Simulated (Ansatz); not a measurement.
**AlGaH (quartet): trial inputs and their diagnosis**

3 inputs are run for AlGaH (quartet) as typed; the log has to tell whether the result can be used and what must change.

The runs use Ansatz 0.2.0, Gaussian basis; the settings change from run to run.

20 further runs of the same task are left out: 1 for a known fault of the program, 10 that didn't finish, 9 set aside as unsound or not needed. Runs told in other sessions of the task aren't counted.

### Step 1. The geometry

The geometry is a PBE0/def2-TZVP stationary point (not a proven minimum) of the parent state, kept for this charge and spin. No spin-orbit coupling is included. The filled d shell of Ga may be among the frozen orbitals whatever the setting's name suggests.

3 atoms, charge 0, spin multiplicity 4.

Atoms are counted from 1 here; the program's logs count them from 0.

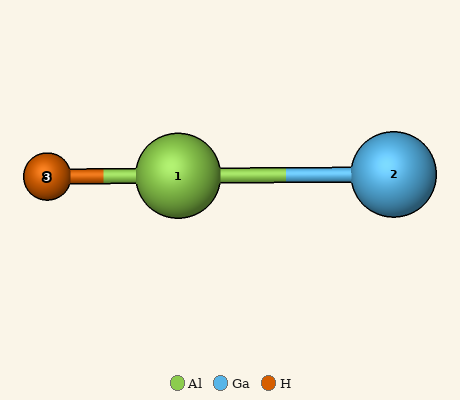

The geometry (aluminium green, gallium blue, hydrogen orange); atoms are numbered from 1 in the order of the file.

### Step 2. Try 1

in.yaml

```yaml
crystal:
  periodic: [false, false, false]
  atoms:
    - {symbol: Al, position_ang: [0.000000, 0.000000, 0.349567]}
    - {symbol: Ga, position_ang: [0.000000, 0.000000, -2.320933]}
    - {symbol: H, position_ang: [0.000000, 0.000000, 1.971367]}
basis:
  gaussian: {orbitals: def2-SVP}
magnetization: {spin_polarized: false, initial_magnetization: 3}
correlation: {method: sc_nevpt2, electrons: outside_noble_gas, active_space: {window: {electrons: 3, orbitals: 4}}}
output: {forces: true}
```

Command:

```console
> ansatz run in.yaml --threads 1 --pin off --events-out ev --progress --plain --max-ram 2393MiB
```

Log:

```text
Functional definition: HF
  name "HF"
  cite "Fock, Z. Phys. 61, 126 (1930) doi:10.1007/BF01340294"
  parent pbe
  exchange = exact_x
  correlation = 0
530 factors; integrals over basis functions are off by at most 1.1e-3 eV
mean field evaluation 1: about -58921.0463 eV, gradient 5.9e0 eV
mean field evaluation 2: about -58921.0497 eV, gradient 5.9e0 eV
mean field evaluation 4: about -58921.6882 eV, gradient 1.9e0 eV
mean field evaluation 8: about -58921.7211 eV, gradient 1.3e-1 eV
mean field evaluation 16: about -58921.7225 eV, gradient 1.1e-6 eV
mean field evaluation 32: about -58921.6909 eV, gradient 4.4e-1 eV
mean field -58921.72254172 eV, -2165.3333648302 hartree, gradient 1.1e-6 eV, S^2 3.750000; 6 other end points of the search recorded, 0 dependent functions left out
reference -58921.72254172 eV, -2165.3333648302 hartree; 24, 21 occupied and 31, 34 virtual orbitals, 530 factors
state -58921.72254172 eV, -2165.3333648302 hartree
state -58921.72254172 eV, -2165.3333648302 hartree; corrected -58924.23554946 eV, -2165.4257161614 hartree
WARN: 1 active orbitals are nearly empty or full. The corrections depend on them more than the energy does, and are more stable in an active space without them
the calculation of the forces begins
Error: an active orbital is full or empty, and SC-NEVPT2 has no forces then: leave it out of the active space
```

Run time: 2.4 s. Hardware: 1 thread of Intel Xeon 6975P-C, shared host.

Diagnosis: The run stopped with an error. It says: «an active orbital is full or empty, and SC-NEVPT2 has no forces then: leave it out of the active space». Cure: drop the forces, or choose an active space whose orbitals are all partly filled.

### Step 3. Try 2

in.yaml

```yaml
crystal:
  periodic: [false, false, false]
  atoms:
    - {symbol: Al, position_ang: [0.000000, 0.000000, 0.349567]}
    - {symbol: Ga, position_ang: [0.000000, 0.000000, -2.320933]}
    - {symbol: H, position_ang: [0.000000, 0.000000, 1.971367]}
basis:
  gaussian: {orbitals: "6-31G*"}
magnetization: {spin_polarized: false, initial_magnetization: 3}
correlation: {method: ccsdtqp, electrons: outside_noble_gas, diis_vectors: 12}
accuracy: high
output: {forces: true}
```

Launched as before.

Log:

```text
Error: YAML parse error: error: line 10 column 23: unknown variant `ccsdtqp`, expected one of mp2, rpa, ccsd, ccsd_t, bccd, bccd_t, ccsdt, ccsdt_q, ccsdt_q_b, ccsdtq, fci, sc_nevpt2, fic_nevpt4_sd, fic_mrcisd_q, fic_mrcisd_q_relaxed
  --> <input>:10:23
   |
 8 |   gaussian: {orbitals: "6-31G*"}
 9 | magnetization: {spin_polarized: false, initial_magnetization: 3}
10 | correlation: {method: ccsdtqp, electrons: outside_noble_gas, diis_vectors: 12}
   |                       ^ unknown variant `ccsdtqp`, expected one of mp2, rpa, ccsd, ccsd_t, bccd, bccd_t, ccsdt, ccsdt_q, ccsdt_q_b, ccsdtq, fci, sc_nevpt2, fic_nevpt4_sd, fic_mrcisd_q, fic_mrcisd_q_relaxed
11 | accuracy: high
12 | output: {forces: true}
   |
```

It took 0.03 s on 1 thread of Intel Xeon 6975P-C, shared host.

**Diagnosis.** The run was refused. The method's name isn't one that the program knows. Cure: name one from the list in the message.

### Step 4. Try 3

in.yaml

```yaml
crystal:
  periodic: [false, false, false]
  atoms:
    - {symbol: Al, position_ang: [0.000000, 0.000000, 0.349567]}
    - {symbol: Ga, position_ang: [0.000000, 0.000000, -2.320933]}
    - {symbol: H, position_ang: [0.000000, 0.000000, 1.971367]}
basis:
  gaussian: {orbitals: cc-pVDZ, point_charges: [{charge: -0.50, position_ang: [4.199, 0.839, -0.468]}]}
magnetization: {spin_polarized: false, initial_magnetization: 3}
correlation: {method: fic_mrcisd_q, electrons: outside_noble_gas, active_space: {window: {electrons: 5, orbitals: 5}, states: [{multiplicity: 4, weights: [1, 1]}], root: 5}}
scf: {lower_state_search: light}
```

Launched as before.

Log:

```text
Error: the active space averages no state 5, counted from zero
```

Wall time 0.03 s (1 thread of Intel Xeon 6975P-C, shared host).

Diagnosis: The run was refused. The root asked for lies beyond the states averaged. Fix: average more states or name a lower root.

### Step 5. How the runs ended

```
try                  level                ended                                                                                                   cause    time
  1   NEVPT2(3,4)/def2-SVP  stopped by an error  an active orbital is full or empty, and SC-NEVPT2 has no forces then: leave it out of the active space   2.4 s
  2       'ccsdtqp'/6-31G*              refused                                                      the method's name isn't one that the program knows  0.03 s
  3  MRCISD+Q(5,5)/cc-pVDZ              refused                                                      the root asked for lies beyond the states averaged  0.03 s
```

1 stopped by an error, 2 refused.
